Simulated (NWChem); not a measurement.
# H3NO (hydroxylamine) at SOGGA11/6-31+G(d) (density fitting with weigend coulomb fitting, spherical functions)

Aim: the vertical ionisation energy of H3NO (hydroxylamine) at SOGGA11/6-31+G* (density fitting with weigend coulomb fitting, spherical functions), from 2 runs. 

Program for the calculation: NWChem 7.3.0.

3 further runs of the same task are left out: 1 that didn't finish, 2 set aside as unsound or not needed.

### 1 The molecule

The species is H3NO (5 atoms), meant as a singlet with charge 0. SMILES: `NO`. The shape is that of a GFN2-xTB optimisation. This is one conformer, not always the lowest.

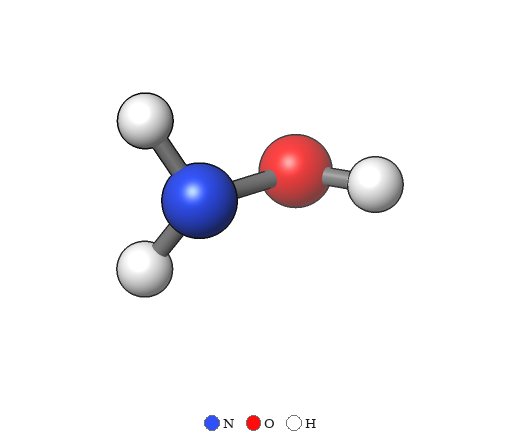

The structure, seen from a chosen angle (nitrogen blue, oxygen red, hydrogen white).

### 2 The charge distribution at SOGGA11/6-31+G(d) (density fitting with weigend coulomb fitting, spherical functions)

test.nw

```
start test
memory total 2200 mb
geometry noautoz
 N    -0.178910   -0.366440   -0.312920
 O     0.371730    0.674250    0.501760
 H    -0.161770   -1.206140    0.265260
 H    -1.156690   -0.114310   -0.454620
 H     1.125640    1.012630    0.000530
end
basis spherical bse
 N library 6-31+G*
 O library 6-31+G*
 H library 6-31+G*
end
basis "cd basis" spherical
 N library "weigend coulomb fitting"
 O library "weigend coulomb fitting"
 H library "weigend coulomb fitting"
end
dft
 xc sogga11
 mult 1
 grid fine
 mulliken
end
property
 dipole
 mulliken
 efieldgrad
 quadrupole
end
task dft property
```

Launch:

```sh
$ nwchem test.nw > test.out
```

What it wrote:

```text
[...]
          Wavefunction type:  closed shell.
          No. of atoms     :     5
          No. of electrons :    18
[...]
          Charge           :     0
          Spin multiplicity:     1
[...]
          AO basis - number of functions:    42
[...]
              XC Information
              --------------
                      SOGGA11 Method XC Functional
                       SOGGA11 gradient correction  1.000
                     SOGGA11 Correlation Potential  1.000
[...]
 d= 0,ls=0.0,diis     1   -131.6637352277 -1.71D+02  2.14D-02  4.04D-01     0.4
[...]
 d= 0,ls=0.0,diis    11   -131.7028463114 -6.83D-09  3.78D-06  2.41D-08     2.2
         Total DFT energy =     -131.702846311442
      One electron energy =     -257.837484554695
           Coulomb energy =      103.435032314090
    Exchange-Corr. energy =      -16.602340959390
 Nuclear repulsion energy =       39.301946888553
[...]
      Total Density - Mulliken Population Analysis
     ---------------------------------------------
    Atom       Charge   Shell Charges
 -----------   ------   -------------------------------------------------------
    1 N    7     7.76   2.00  0.80  2.47  0.91  1.24  0.16  0.13  0.05
    2 O    8     8.39   2.00  0.91  2.94  1.02  1.57 -0.13  0.06  0.03
    3 H    1     0.65   0.51  0.13
    4 H    1     0.65   0.51  0.13
    5 H    1     0.55   0.49  0.06
[...]
   Dipole moment        0.4925539961 Debye(s)
             DMX        0.0215178235 DMXEFC        0.0000000000
             DMY        0.4918427078 DMYEFC        0.0000000000
             DMZ        0.0154004260 DMZEFC        0.0000000000
   -EFC- dipole         0.0000000000 DEBYE(S)
   Total dipole         0.4925539961 DEBYE(S)
[...]
```

It took 2.8 s on 1 thread of Intel Xeon 6975P-C (Granite Rapids), shared host; peak memory 0.11 GiB.

Atomic charges (e):

```
atom  Mulliken  Löwdin
  N1    -0.758  -0.440
  O2    -0.394  -0.520
  H3    +0.351  +0.290
  H4    +0.352  +0.290
  H5    +0.449  +0.380
```

### 3 The doublet cation

job.xyz

```xyz
5
H3NO properties
N     -0.178910    -0.366440    -0.312920
O      0.371730     0.674250     0.501760
H     -0.161770    -1.206140     0.265260
H     -1.156690    -0.114310    -0.454620
H      1.125640     1.012630     0.000530
```

job.nw

```
start job
title "H3NO properties"
memory 2200 mb
charge 1

geometry units angstrom noautosym nocenter noautoz
   load format xyz job.xyz
end

basis spherical bse
   * library 6-31+G*
end

basis "cd basis" spherical
   * library "weigend coulomb fitting"
end

dft
   xc sogga11
   mult 2
   grid fine
   maxiter 150
   mulliken
end

property
   dipole
   mulliken
   efieldgrad
   quadrupole
end

task dft property
```

Launch:

```sh
$ nwchem job.nw > job.out
```

What it wrote:

```text
[...]
          Wavefunction type:  spin polarized.
          No. of atoms     :     5
          No. of electrons :    17
[...]
          Charge           :     1
          Spin multiplicity:     2
[...]
          AO basis - number of functions:    42
[...]
              XC Information
              --------------
                      SOGGA11 Method XC Functional
                       SOGGA11 gradient correction  1.000
                     SOGGA11 Correlation Potential  1.000
[...]
 d= 0,ls=0.0,diis     1   -131.1695065771 -1.70D+02  2.50D-02  4.27D-01     0.5
[...]
 d= 0,ls=0.5,diis    45   -131.3298743095 -7.16D-08  3.85D-07  8.36D-07    13.9
[...]
         Total DFT energy =     -131.329874394408
      One electron energy =     -251.372923150262
           Coulomb energy =       96.985338326705
    Exchange-Corr. energy =      -16.244236459405
 Nuclear repulsion energy =       39.301946888553
[...]
      Total Density - Mulliken Population Analysis
     ---------------------------------------------
    Atom       Charge   Shell Charges
 -----------   ------   -------------------------------------------------------
    1 N    7     7.42   2.00  0.84  2.39  0.85  1.08  0.16  0.06  0.05
    2 O    8     8.15   2.00  0.93  2.90  0.99  1.47 -0.18  0.01  0.03
    3 H    1     0.49   0.48  0.02
    4 H    1     0.50   0.48  0.02
    5 H    1     0.45   0.44  0.00
[...]
      <S2> =      0.7529 (Exact =     0.7500)
[...]
   Dipole moment        1.9891421835 Debye(s)
             DMX       -0.5771263285 DMXEFC        0.0000000000
             DMY       -1.4272514228 DMYEFC        0.0000000000
             DMZ       -1.2595892995 DMZEFC        0.0000000000
   -EFC- dipole         0.0000000000 DEBYE(S)
   Total dipole         1.9891421835 DEBYE(S)
[...]
```

Run time: 15 s. Hardware: 1 thread of Intel Xeon 6975P-C (Granite Rapids), shared host; peak memory 0.11 GiB.

Atomic charges (e):

```
atom  Mulliken  Löwdin
  N1    -0.415  +0.040
  O2    -0.147  -0.250
  H3    +0.505  +0.380
  H4    +0.503  +0.370
  H5    +0.554  +0.460
```

### 4 Outcome

Level: SOGGA11/6-31+G* (density fitting with weigend coulomb fitting, spherical functions).

| quantity | value |
| --- | --- |
| singlet H3NO: total energy | -131.70285 Eh |
| singlet H3NO: dipole moment | 0.49 D |
| singlet H3NO: HOMO energy | -5.58 eV |
| singlet H3NO: LUMO energy | 0.78 eV |
| singlet H3NO: HOMO–LUMO gap | 6.36 eV |
| doublet cation: total energy | -131.32987 Eh |
| doublet cation: HOMO energy (highest over α and β) | -15.23 eV |
| doublet cation: LUMO energy (lowest over α and β) | -14.78 eV |
| doublet cation: ⟨S²⟩ | 0.753 |
| vertical ionisation energy (to the doublet cation) | 10.149 eV |

In words: The vertical ionisation energy comes to 10.15 eV (979 kJ/mol). −ε(HOMO) before ionisation, 5.58 eV, is 4.56 eV below this ionisation energy. Mulliken charges (singlet H3NO) run from -0.76 on N1 to +0.45 on H5; in a basis this large or diffuse they mean little. Mulliken charges (doublet cation) run from -0.42 on N1 to +0.55 on H5; in a basis this large or diffuse they mean little.
